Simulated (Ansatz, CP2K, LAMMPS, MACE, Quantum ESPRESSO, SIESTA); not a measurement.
# Amorphous 89SiO2-11P2O5 (mol %) (96 atoms): relaxed, then solved by several programs

What does relaxation change in amorphous 89SiO2-11P2O5 (mol %) (96 atoms), and how far do other programs agree with plane waves on the relaxed cell?

These are calculated values.

## (1) The cell

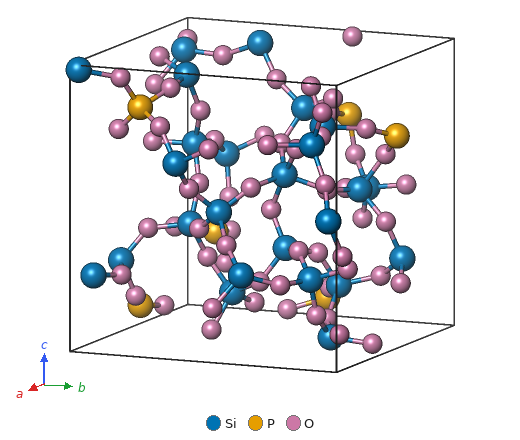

The cell (silicon blue, phosphorus orange, oxygen pink). Bonds to atoms that aren't drawn are left out.

The cell holds 96 atoms (25 Si, 6 P and 65 O), with edges of 11.26, 11.26 and 11.26 Å. Recipe: 96 atoms (25 Si, 6 P, 65 O) placed at random at 2.24 g/cm³, melted at 5000 K for 10 ps at fixed volume with the Morse and Coulomb pair potential with partial charges (Pedone, Malavasi, Menziani, Cormack and Segre, J. Phys. Chem. B 110, 11780 (2006)). Quenched from 5000 K to 300 K at 50 K/ps and fixed volume, held 5 ps, then minimised at fixed cell. Then the atoms were relaxed with MACE MP-0b3 medium in the fixed cell. Then the atoms were relaxed with CP2K double zeta, PBE.

## (2) The relaxation

CP2K double zeta (DZVP-MOLOPT-SR, GTH-PBE potentials, 480 Ry; k-points Γ) took 28 geometry steps and reached its thresholds. It started from the geometry that MACE MP-0b3 medium had relaxed.

Run time: 9.7 min. Hardware: 4 MPI ranks of AMD EPYC 9R14 (Zen 4), shared host; peak memory 2.5 GiB.

|  | before | after |
| --- | --- | --- |
| energy (meV/atom) | 0 | -3.4 |
| Si-O bonds under 2.16 Å | 101 at 1.654 Å | 101 at 1.658 Å |
| O-P bonds under 2.11 Å | 25 at 1.575 Å | 25 at 1.583 Å |

Atoms moved by 0.03 Å r.m.s. and 0.06 Å at most, with the common shift taken off.

## (3) Local order after relaxation

Density 2.24 g/cm³, 14.88 Å³ an atom.

Pair distribution functions g(r), in bins of 0.2 Å:

| r (Å) | total | O-O | O-Si | O-P | Si-Si | Si-P | P-P |
| --- | --- | --- | --- | --- | --- | --- | --- |
| 1.40 | 0.17 | 0.00 | 0.00 | 2.01 | 0.00 | 0.00 | 0.00 |
| 1.60 | 5.06 | 0.00 | 11.58 | 11.53 | 0.00 | 0.00 | 0.00 |
| 1.80 | 0.53 | 0.00 | 1.26 | 0.98 | 0.00 | 0.00 | 0.00 |
| 2.00 | 0.00 | 0.00 | 0.00 | 0.00 | 0.00 | 0.00 | 0.00 |
| 2.20 | 0.02 | 0.05 | 0.00 | 0.00 | 0.00 | 0.00 | 0.00 |
| 2.40 | 0.30 | 0.65 | 0.00 | 0.00 | 0.00 | 0.00 | 0.00 |
| 2.60 | 1.98 | 4.30 | 0.00 | 0.00 | 0.00 | 0.00 | 0.00 |
| 2.80 | 1.22 | 2.49 | 0.22 | 0.00 | 0.00 | 0.00 | 0.00 |
| 3.00 | 0.68 | 0.59 | 0.27 | 0.15 | 2.01 | 4.96 | 0.00 |
| 3.20 | 0.88 | 0.69 | 0.30 | 0.14 | 4.96 | 3.38 | 0.00 |
| 3.40 | 0.57 | 0.46 | 0.64 | 1.25 | 0.16 | 0.32 | 0.00 |
| 3.60 | 0.86 | 0.52 | 1.42 | 1.36 | 0.14 | 0.00 | 0.00 |
| 3.80 | 1.01 | 0.46 | 1.72 | 1.50 | 0.75 | 0.26 | 0.00 |
| 4.00 | 1.05 | 0.59 | 1.68 | 1.81 | 0.34 | 0.49 | 0.00 |
| 4.20 | 1.21 | 0.65 | 1.86 | 1.82 | 1.04 | 0.43 | 3.67 |
| 4.40 | 1.04 | 0.93 | 1.18 | 0.99 | 0.76 | 2.15 | 0.00 |
| 4.60 | 1.06 | 1.49 | 0.68 | 0.41 | 1.13 | 0.71 | 1.54 |
| 4.80 | 0.95 | 1.34 | 0.49 | 0.62 | 1.02 | 1.31 | 0.00 |
| 5.00 | 1.17 | 1.65 | 0.78 | 0.52 | 0.88 | 0.75 | 2.50 |
| 5.20 | 1.12 | 1.48 | 0.74 | 0.75 | 1.29 | 1.13 | 0.00 |
| 5.40 | 0.92 | 0.84 | 0.91 | 0.99 | 1.37 | 1.18 | 1.05 |

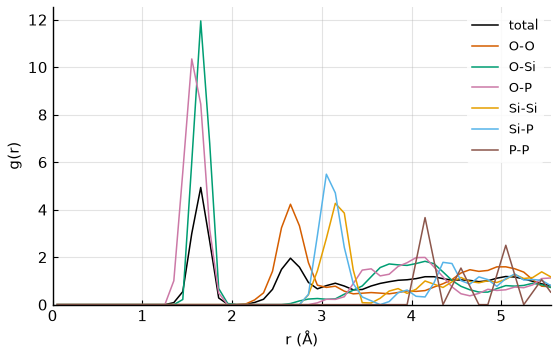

Pair distribution functions, lightly smoothed.

Bonds by pair of elements; cutoffs follow the first minimum of g(r), held within bounds set by covalent radii, and pairs that aren't listed don't count as bonded:

| pair A-B | cutoff (Å) | bonds | mean length (Å) | spread (Å) | shortest (Å) | B about A | A about B |
| --- | --- | --- | --- | --- | --- | --- | --- |
| O-Si | 2.16 | 101 | 1.66 | 0.045 | 1.54 | 1.55 | 4.04 |
| O-P | 2.11 | 25 | 1.58 | 0.061 | 1.46 | 0.385 | 4.17 |

How many atoms have how many bonded neighbours:

| element | mean | 1 | 2 | 4 | 5 |
| --- | --- | --- | --- | --- | --- |
| O | 1.94 | 4 | 61 | 0 | 0 |
| P | 4.17 | 0 | 0 | 5 | 1 |
| Si | 4.04 | 0 | 0 | 24 | 1 |

Bond angles, per cent of each kind in bins of 5°:

| angle (°) | O-Si-O | O-P-O | Si-O-Si | P-O-Si |
| --- | --- | --- | --- | --- |
| 80–85 | 0.6 | 0.0 | 0.0 | 0.0 |
| 85–90 | 1.3 | 10.0 | 0.0 | 0.0 |
| 90–95 | 1.3 | 2.5 | 0.0 | 0.0 |
| 95–100 | 5.2 | 0.0 | 0.0 | 0.0 |
| 100–105 | 16.2 | 27.5 | 0.0 | 0.0 |
| 105–110 | 30.5 | 22.5 | 0.0 | 0.0 |
| 110–115 | 26.6 | 17.5 | 0.0 | 0.0 |
| 115–120 | 13.6 | 15.0 | 0.0 | 0.0 |
| 120–125 | 1.3 | 0.0 | 2.6 | 0.0 |
| 125–130 | 2.6 | 0.0 | 2.6 | 0.0 |
| 130–135 | 0.0 | 0.0 | 15.4 | 27.3 |
| 135–140 | 0.0 | 0.0 | 5.1 | 22.7 |
| 140–145 | 0.0 | 0.0 | 7.7 | 18.2 |
| 145–150 | 0.0 | 0.0 | 20.5 | 9.1 |
| 150–155 | 0.0 | 2.5 | 23.1 | 4.5 |
| 155–160 | 0.0 | 0.0 | 10.3 | 4.5 |
| 160–165 | 0.0 | 2.5 | 5.1 | 0.0 |
| 165–170 | 0.6 | 0.0 | 7.7 | 9.1 |
| 170–175 | 0.0 | 0.0 | 0.0 | 0.0 |
| 175–180 | 0.0 | 0.0 | 0.0 | 4.5 |

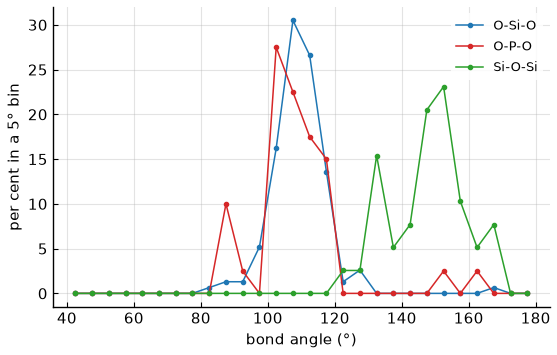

Distributions of the most common bond angles.

Bond angles (no mean is given where the spread exceeds 20°):

| angle | count | mean (°) | spread (°) |
| --- | --- | --- | --- |
| O-Si-O | 154 | 109 | 8.4 |
| O-P-O | 40 | 109 | 13.7 |
| Si-O-Si | 39 | 148 | 11.3 |
| P-O-Si | 22 | 144 | 12.7 |

Oxygen atoms by the number of network formers (Si, P, Ge, B, Al, As, Ga) bound to them:

| network formers bound to O | O atoms | per cent |
| --- | --- | --- |
| 0 | 0 | 0 |
| 1 | 4 | 6.2 |
| 2 | 61 | 93.8 |

Network units: each former by its oxygen neighbours and how many of them bridge to another former:

| former | O neighbours | bridging O | atoms |
| --- | --- | --- | --- |
| Si | 4 | 3 | 1 |
| Si | 4 | 4 | 23 |
| Si | 5 | 5 | 1 |
| P | 4 | 3 | 3 |
| P | 4 | 4 | 2 |
| P | 5 | 5 | 1 |

Bond length by coordination (bonds to H left out):

| element | coordination | atoms | mean bond length (Å) |
| --- | --- | --- | --- |
| O | 1 | 4 | 1.48 |
| O | 2 | 61 | 1.65 |
| P | 4 | 5 | 1.56 |
| P | 5 | 1 | 1.66 |
| Si | 4 | 24 | 1.65 |
| Si | 5 | 1 | 1.75 |

Rings of the network by King's shortest-path rule, up to 12 atoms, one path for each pair of neighbours; H, halogens, alkali and alkaline-earth atoms are left out, and the last column divides by all other atoms, bonded or not:

| ring size (atoms) | rings | per network atom |
| --- | --- | --- |
| 8 | 6 | 0.062 |
| 10 | 10 | 0.104 |
| 12 | 17 | 0.177 |

First main peaks of g(r), for some of the pairs, lie near 2.6 Å (O-O), 1.6 Å (O-Si), 1.6 Å (O-P), 3.2 Å (Si-Si) and 3.1 Å (Si-P). By these cutoffs 94 % of O atoms have 2, 83 % of P atoms have 4 and 96 % of Si atoms have 4 bonded neighbours. The O-Si-O angle averages 109° with a spread of 8°. 94 % of the oxygens bridge two formers (Si and P) and 6 % are non-bridging. The commonest Si unit has 4 oxygens, 4 of them shared with other formers (23 of 25 atoms). Rings of 12 atoms are the most common (52 % of those counted); sizes run from 8 to 12, where the search stops.

## (4) The plane-wave reference

Quantum ESPRESSO 7.5: Kohn-Sham DFT, PBE, SSSP efficiency 1.3.0 pseudopotentials, plane waves. Its input for the relaxed cell:

```
&control
  calculation = 'scf'
  pseudo_dir = './pseudo'
  outdir = './tmp'
  disk_io = 'none'
  tprnfor = .true.
  tstress = .true.
/
&system
  ibrav = 0
  nat = 96
  ntyp = 3
  ecutwfc = 60
  ecutrho = 480
  nosym = .true.
  occupations = 'smearing'
  smearing = 'fd'
  degauss = 0.003675
/
&electrons
  conv_thr = 4.8e-07
  electron_maxstep = 100
  mixing_beta = 0.4
  mixing_mode = 'plain'
  diagonalization = 'david'
/
ATOMIC_SPECIES
Si 28.085 Si.upf
P 30.974 P.upf
O 15.999 O.upf
CELL_PARAMETERS angstrom
11.26190 0.00000 0.00000
0.00000 11.26190 0.00000
0.00000 0.00000 11.26190
ATOMIC_POSITIONS crystal
Si 0.51971 0.76576 0.02660
Si 0.24649 0.09530 0.93553
Si 0.97016 0.01977 0.97864
[... 91 atom lines left out ...]
O 0.31276 0.87980 0.63920
O 0.39848 0.69966 0.06714
K_POINTS gamma
```

Elapsed: 2.5 min, on 4 MPI ranks of AMD EPYC 9R14 (Zen 4), shared host; peak memory 4.7 GiB; 9.8 min of CPU time.

## (5) Side by side

CPU times are from a shared host and are rough.

| level | basis or training data | k-points | own r.m.s. force (meV/Å) | difference from the reference (meV/Å) | pressure (GPa) | Kohn-Sham gap (eV) | CPU time | memory (GiB) |
| --- | --- | --- | --- | --- | --- | --- | --- | --- |
| QE, PBE | plane waves, SSSP efficiency, 60/480 Ry | Γ | 136 | - | -4.52 | 2.83 | 9.8 min | 4.7 |
| CP2K triple zeta, PBE | TZV2P-UZH, GTH-PBE potentials, 600 Ry | Γ | 159 | 98 | -5.84 | 2.78 | 12 min | 7.0 |
| SIESTA DZP, PBE | DZP orbitals, shift 0.01 Ry, mesh 400 Ry | Γ | 188 | 198 | -2.25 | 2.84 | 4.1 min | 2.1 |
| MACE MP-0b3 medium | trained on PBE(+U) plane-wave data | - | 167 | 96 | -4.58 | - | 7.5 s | 1.1 |

The gap is the spacing of the highest filled and lowest empty Kohn-Sham level on the mesh; a dash marks partly filled levels, a spacing under 0.15 eV or a method without such levels.

## (6) What came out

Relaxation in the fixed cell lowers the energy by 3 meV/atom at its own level and moves atoms by up to 0.06 Å. The reference finds an r.m.s. force of 136 meV/Å there and a pressure of -4.52 GPa, at a geometry that CP2K double zeta made. Forces differ from the reference's by 96 meV/Å (MACE MP-0b3 medium), 98 meV/Å (CP2K triple zeta, PBE) and 198 meV/Å (SIESTA DZP, PBE).

CP2K double zeta is at its own minimum here, so the reference's force is itself a measure of how the two differ. Pressures lie -0.1 GPa (MACE MP-0b3 medium), -1.3 GPa (CP2K triple zeta, PBE) and +2.3 GPa (SIESTA DZP, PBE) from the reference's. The highest filled and lowest empty levels lie 2.83 eV apart in the reference, against 2.78 eV in CP2K triple zeta, PBE and 2.84 eV in SIESTA DZP, PBE. By these cutoffs 94 % of O atoms have 2, 83 % of P atoms have 4 and 96 % of Si atoms have 4 bonded neighbours. 94 % of the oxygens bridge two formers (Si and P) and 6 % are non-bridging.

Caveats: The density was set by the recipe and held. One sample of a disordered cell; defect or tail levels can set the gap. Gaps are read on the mesh, which holds the band edges only if they fold onto it, and semilocal functionals tend to put them under measured ones. The quench rate of 50 K/ps is many orders above laboratory rates, so the cell is likely richer in defects and strain than a real sample. The reference samples only Γ, in a cell whose shortest periodic width is 11 Å. The plane-wave runs aren't exact: their cutoffs and mesh weren't converged further here. SIESTA's automatically made basis is far from complete, and its potentials were converted by us (checked for H, C, O, Si, Ge and Ca alone). Where levels are smeared, the DFT runs use Fermi–Dirac occupations at 580 K (0.05 eV), and energies are free energies.

[Logs are printed without paths, hosts, clocks, repeated set-up lines and the standing remarks that a program may print on its own settings, such as how far it seeks lower states.]

[Hosts, paths, dates, database ids (printed as entryN), source tags and the programs' standing remarks are cut or masked in the printed files.]
